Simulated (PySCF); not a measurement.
**NMR shielding calculation of C$_{5}$H$_{9}$NSi**

The run: NMR shielding calculation of C$_{5}$H$_{9}$NSi. Method and program: GIAO BP86/pcSseg-1 NMR shielding, non-relativistic, gas phase (PySCF 2.14.0).

The geometry comes from this level: GFN2-xTB, coordinate held. Figures and captions count atoms from 1; the log counts them from 0 in places.

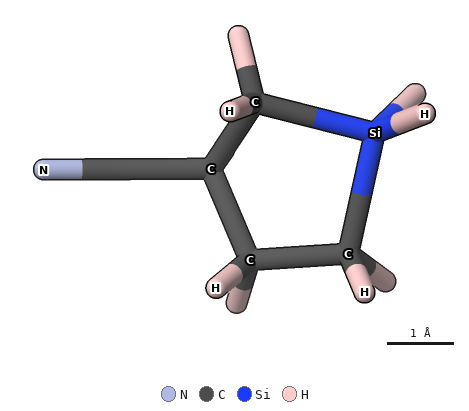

The input geometry (stick view, seen at a tilt).

The input
```
{"job": {"kind": "nmr", "xc": "BP86", "basis": "pcSseg-1", "every": 2, "pop": false}, "charge": 0, "multiplicity": 1}
N      3.462994    -0.144568     0.327009
C      2.370763    -0.119478    -0.012821
C      0.984107    -0.098222    -0.400056
C      0.307556     1.208538     0.063163
C     -1.221300     1.038264     0.114866
Si    -1.589198    -0.823627    -0.089990
C      0.230782    -1.293253     0.200692
H      0.937140    -0.161350    -1.494298
H      0.679162     1.447900     1.062973
H      0.596789     2.028550    -0.595218
H     -1.610765     1.433552     1.051136
H     -1.689316     1.622979    -0.677058
H     -2.017701    -1.163466    -1.450326
H     -2.504260    -1.372967     0.908163
H      0.554899    -2.222900    -0.262899
H      0.454365    -1.368092     1.265783
```

The first line tells a small driver script what to run in PySCF; the rest is the geometry in Å.

Launch command:
```bash
OMP_NUM_THREADS=1 python <driver script> task.json out
```

What the program printed
```
coarse grid: 13696 points
cycle   1  E = -540.0019859179  dE =  6.189e-01  |g| = 6.470e-01  |ddm| = 3.729e+00
cycle   2  E = -539.7016708423  dE =  3.003e-01  |g| = 1.284e+00  |ddm| = 1.862e+00
cycle   3  E = -540.0788220367  dE = -3.772e-01  |g| = 3.744e-01  |ddm| = 1.335e+00
cycle   4  E = -540.1081094543  dE = -2.929e-02  |g| = 9.680e-02  |ddm| = 3.125e-01
cycle   5  E = -540.1104008766  dE = -2.291e-03  |g| = 1.854e-02  |ddm| = 1.243e-01
cycle   6  E = -540.1104816083  dE = -8.073e-05  |g| = 5.340e-03  |ddm| = 2.694e-02
cycle   7  E = -540.1104903636  dE = -8.755e-06  |g| = 1.131e-03  |ddm| = 9.191e-03
final grid: 127312 points
cycle   8  E = -540.1658293174  dE = -5.139e-05  |g| = 5.042e-03  |ddm| = 3.384e-02
cycle   9  E = -540.1658149785  dE =  1.434e-05  |g| = 9.163e-03  |ddm| = 1.275e-02
cycle  10  E = -540.1658346118  dE = -1.963e-05  |g| = 2.290e-03  |ddm| = 8.296e-03
cycle  11  E = -540.1658356146  dE = -1.003e-06  |g| = 8.885e-04  |ddm| = 2.108e-03
cycle  12  E = -540.1658357460  dE = -1.315e-07  |g| = 1.462e-04  |ddm| = 9.263e-04
cycle  13  E = -540.1658357514  dE = -5.344e-09  |g| = 2.963e-05  |ddm| = 1.931e-04
cycle  14  E = -540.1658357516  dE = -2.042e-10  |g| = 1.003e-05  |ddm| = 4.458e-05
```

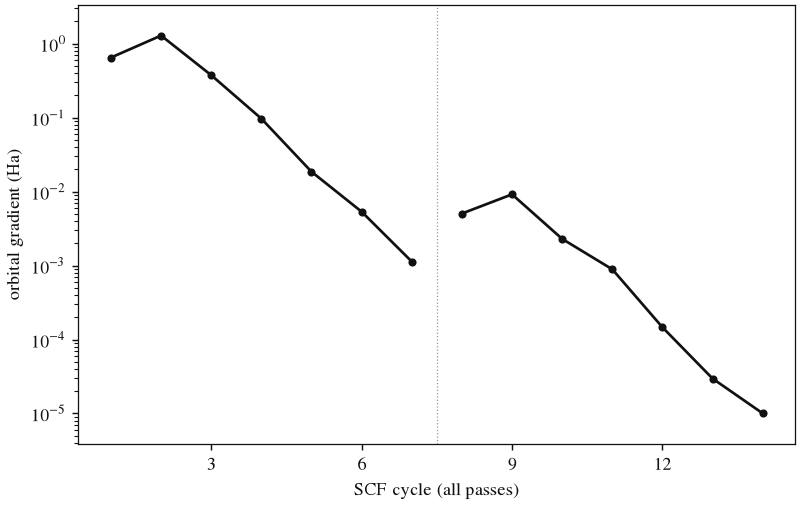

Convergence of the self-consistent field: orbital gradient against the SCF cycle. The dotted line marks the change from a coarse to the final integration grid. The first 7 cycles use a coarse grid, the final grid takes over at cycle 8, and the field converges after 14 cycles in all.

```
converged SCF energy = -540.1658357516

GIAO shielding tensors (ppm)
atom      isotropic    diamagn.    paramagn.     s11        s22        s33       span
  0 N      -24.947     341.960    -366.907   -180.019   -177.498    282.676    462.694
  1 C       58.195     258.300    -200.104    -61.380    -57.442    293.408    354.788
  2 C      150.731     251.640    -100.909    125.542    156.547    170.104     44.562
  3 C      146.216     246.894    -100.678    112.976    156.097    169.574     56.598
  4 C      175.459     251.193     -75.735    151.399    173.621    201.355     49.956
  5 Si     359.175     880.638    -521.462    299.757    366.072    411.698    111.941
  6 C      161.441     251.232     -89.791    140.502    158.267    185.555     45.053
  7 H       29.322      30.618      -1.295     25.914     27.292     34.762      8.849
  8 H       29.795      31.404      -1.609     24.192     29.765     35.428     11.236
  9 H       29.206      30.162      -0.956     23.827     28.621     35.168     11.341
 10 H       30.549      29.850       0.699     25.346     28.088     38.214     12.867
 11 H       30.566      29.648       0.918     25.198     28.134     38.365     13.167
 12 H       27.475      28.859      -1.384     24.179     24.819     33.427      9.248
 13 H       27.182      28.587      -1.405     24.013     24.413     33.119      9.105
 14 H       30.245      30.012       0.234     25.821     28.024     36.892     11.071
 15 H       30.672      31.347      -0.675     26.603     28.865     36.548      9.945
```

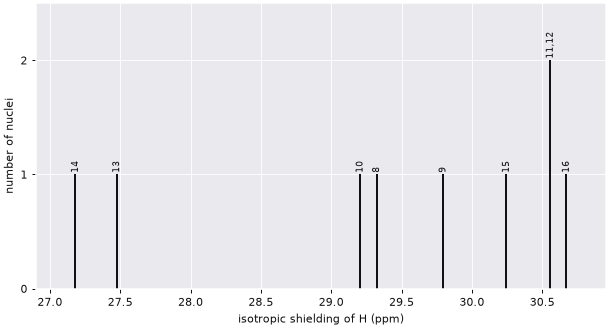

Isotropic shieldings of the hydrogen nuclei in this fixed geometry, labelled by atom number; shielding grows to the right, so chemical shift grows to the left. The least shielded is H14 (27.2 ppm), the most shielded H16 (30.7 ppm).

Key numbers

- outcome: converged
- total energy: −540.165836 hartree
- HOMO: −7.49 eV
- LUMO: −0.66 eV
- dipole moment: 4.08 D
- isotropic shielding, N: −24.9 ppm
- isotropic shielding, C: 58.2 to 175.5 ppm
- isotropic shielding, Si: 359.2 ppm
- isotropic shielding, H: 27.2 to 30.7 ppm
- hardware: 1 CPU thread, shared host
- wall time: 31 s
- peak memory: 0.6 GiB
